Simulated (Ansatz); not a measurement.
**SiH2F− (SMILES F[SiH2-]) at 6 levels**

Aim: a comparison of 6 runs (UHF/STO-3G, BLYP/STO-3G, PBE0/STO-3G, r2SCAN0/STO-3G, revPBE/STO-3G, CCSDT/STO-3G) of SiH2F−. 

The results are computed with Ansatz 0.2.0.

3 further runs of the same task are left out: 2 that didn't finish, 1 set aside as unsound or not needed.

## (1) The system as given

The species is SiH2F− (4 atoms), meant as a singlet with charge -1. As SMILES, `F[SiH2-]`. The Si2–F1 distance was set to 2.153 Å, away from the relaxed value.

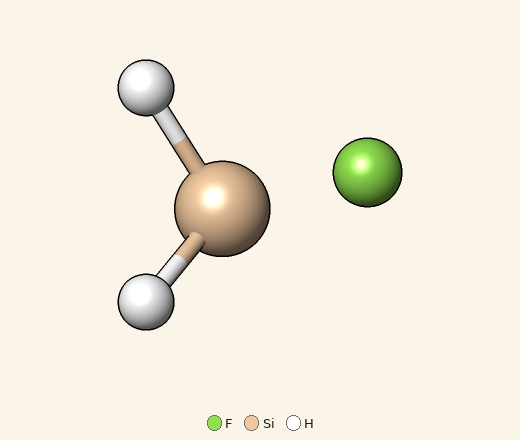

The structure, seen from a chosen angle (fluorine green, silicon light orange, hydrogen white).

## (2) A single-point energy at UHF/STO-3G (run 1)

in.yaml reads:

```yaml
crystal:
  periodic: [false, false, false]
  atoms:
    - {symbol: F, position_ang: [1.558822, 0.961486, -0.369819]}
    - {symbol: Si, position_ang: [-0.114010, -0.391590, -0.440070]}
    - {symbol: H, position_ang: [-1.185360, 0.658330, -0.143280]}
    - {symbol: H, position_ang: [0.075140, -0.957590, 0.967210]}
basis:
  gaussian: {orbitals: STO-3G}
total_charge: -1
magnetization: {spin_polarized: true}
hamiltonian: {xc: hf}
accuracy: high
```

Command:

```sh
$ ansatz run in.yaml --threads 1 --pin off --max-ram 2610MiB --events-out events.jsonl --progress --plain --runs-dir runs
```

Standard output:

```text
Warning: RAYON_NUM_THREADS=1 ignored (pool sized by the plan → 1); use --threads N
Functional definition: HF
  name "HF"
  exchange = exact_x
  correlation = 0
262 factors; integrals over basis functions are off by at most 2.8e-8 eV
mean field evaluation 1: about -10462.3572 eV, gradient 7.3e0 eV
mean field evaluation 2: about -10462.3890 eV, gradient 7.3e0 eV
mean field evaluation 4: about -10463.1835 eV, gradient 5.1e-1 eV
mean field evaluation 8: about -10463.1868 eV, gradient 6.4e-6 eV
mean field evaluation 16: about -10463.2337 eV, gradient 1.9e-2 eV
mean field evaluation 32: about -10463.2247 eV, gradient 3.4e-1 eV
mean field evaluation 64: about -10463.1868 eV, gradient 7.4e-7 eV
mean field -10463.23229103 eV, -384.5166944618 hartree, gradient 2.1e-8 eV, S^2 0.195389; 2 other end points of the search recorded, 0 dependent functions left out
reference -10463.23229103 eV, -384.5166944618 hartree; 13, 13 occupied and 3, 3 virtual orbitals, 262 factors
Total energy: -10463.23229103 eV, -384.5166944618 hartree
```

Wall time 0.12 s (1 thread of Arm Neoverse V2, shared host).

## (3) A single-point energy at BLYP/STO-3G (run 2)

job.yaml reads:

```yaml
crystal:
  periodic: [false, false, false]
  atoms:
    - {symbol: F, position_ang: [1.558822, 0.961486, -0.369819]}
    - {symbol: Si, position_ang: [-0.114010, -0.391590, -0.440070]}
    - {symbol: H, position_ang: [-1.185360, 0.658330, -0.143280]}
    - {symbol: H, position_ang: [0.075140, -0.957590, 0.967210]}
basis:
  gaussian: {orbitals: STO-3G}
total_charge: -1
hamiltonian: {xc: {name: BLYP}}
accuracy: high
```

Command:

```sh
$ ansatz run job.yaml --threads 1 --pin off --max-ram 2610MiB --events-out events.jsonl --progress --plain --runs-dir runs
```

Standard output:

```text
Warning: RAYON_NUM_THREADS=1 ignored (pool sized by the plan → 1); use --threads N
Functional definition: BLYP
  name "BLYP"
  parameter beta = 0.0042
  parameter a = 0.04918
  parameter b = 0.132
  parameter c = 0.2533
  parameter d = 0.349
  exchange = b88_x(beta = beta)
  correlation = lyp_c(a = a, b = b, c = c, d = d)
262 factors; integrals over basis functions are off by at most 2.8e-8 eV
mean field evaluation 1: about -10481.5647 eV, gradient 3.7e1 eV
mean field evaluation 2: about -10479.5866 eV, gradient 2.4e1 eV
mean field evaluation 4: about -10484.8054 eV, gradient 2.5e1 eV
mean field evaluation 8: about -10487.6628 eV, gradient 3.3e-2 eV
mean field evaluation 16: about -10487.6178 eV, gradient 4.2e-5 eV
mean field -10487.61784516 eV, -385.4128470471 hartree, gradient 1.5e-8 eV, S^2 0.000000; 0 other end points of the search recorded, 0 dependent functions left out
reference -10487.61787683 eV, -385.4128482107 hartree; 13, 13 occupied and 3, 3 virtual orbitals, 262 factors
Total energy: -10487.61787683 eV, -385.4128482107 hartree
```

Wall time 0.64 s (1 thread of Arm Neoverse V2, shared host).

Runs 3 to 5 aren't shown in full; the table further down has their settings and results.

## (4) The energy at CCSDT/STO-3G (run 6)

input.yaml reads:

```yaml
crystal:
  periodic: [false, false, false]
  atoms:
    - {symbol: F, position_ang: [1.558822, 0.961486, -0.369819]}
    - {symbol: Si, position_ang: [-0.114010, -0.391590, -0.440070]}
    - {symbol: H, position_ang: [-1.185360, 0.658330, -0.143280]}
    - {symbol: H, position_ang: [0.075140, -0.957590, 0.967210]}
basis:
  gaussian:
    orbitals: STO-3G
correlation:
  method: ccsdt
  frozen_orbitals: {F: 1, H: 0, Si: 5}
scf:
  omitted_lower_state_checks: [cluster_reference, increment]
total_charge: -1
accuracy: high
```

Command:

```sh
$ ansatz run input.yaml --threads 1 --pin off --max-ram 2610MiB --events-out events.jsonl --progress --plain --runs-dir runs
```

Standard output, cut to the lines that bear on the results:

```text
Warning: RAYON_NUM_THREADS=1 ignored (pool sized by the plan → 1); use --threads N
[... 2 set-up lines as earlier in the session ...]
[...]
262 factors; integrals over basis functions are off by at most 2.8e-8 eV
[...]
mean field -10463.18679874 eV, -384.5150226510 hartree, gradient 5.3e-9 eV, S^2 0.000000; 0 other end points of the search recorded, 0 dependent functions left out; unrestricted orbitals would lower it
6 core orbitals not correlated: weight in the atoms' cores, before any rotation towards them, 1.000 or more for the frozen orbitals, at most 0.000 for the correlated occupied ones
reference -10463.18679874 eV, -384.5150226510 hartree; 7, 7 occupied and 3, 3 virtual orbitals, 262 factors
second order -1.50301806 eV of doubles, -0.00000000 eV of singles
cycle   1  -1.87914594 eV  change   -3.8e-1 eV  update   8.8e-2
[...]
cycle  33  -2.26585618 eV  change  -2.5e-12 eV  update   1.1e-9
Total energy: -10465.45265493 eV, -384.5982913299 hartree
Checks for a lower state left out: cluster_reference, increment
```

Run time: 0.18 s. Hardware: 1 thread of Arm Neoverse V2, shared host.

## (5) Overview of the runs

```csv
run,level,frozen core orbitals,energy (Eh),wall time
1,UHF/STO-3G,–,-384.516694,0.12 s
2,BLYP/STO-3G,–,-385.412848,0.64 s
3,PBE0/STO-3G,–,-385.275218,0.62 s
4,r2SCAN0/STO-3G,–,-385.427243,1.7 s
5,revPBE/STO-3G,–,-385.394718,0.64 s
6,CCSDT/STO-3G,6,-384.598291,0.18 s
```

## (6) Results

| quantity | value |
| --- | --- |
| run 6: total energy | -384.59829 Eh |
| run 6: correlation energy (6 core orbitals frozen) | -83.3 mEh |
| run 6: T1 diagnostic | 0.021 |

Totals of different functionals can't be ranked against each other. In run 6 the log says that unrestricted orbitals would lower the reference, so the values rest on an unstable closed-shell determinant (other closed-shell runs at this shape may share the fault). In runs 1, 2, 3, 4, 5, 6 the basis is minimal, so the values are rough. Spin contamination of the reference: run 1 ⟨S²⟩ = 0.20. All runs together took 3.9 s, the longest 1.7 s.
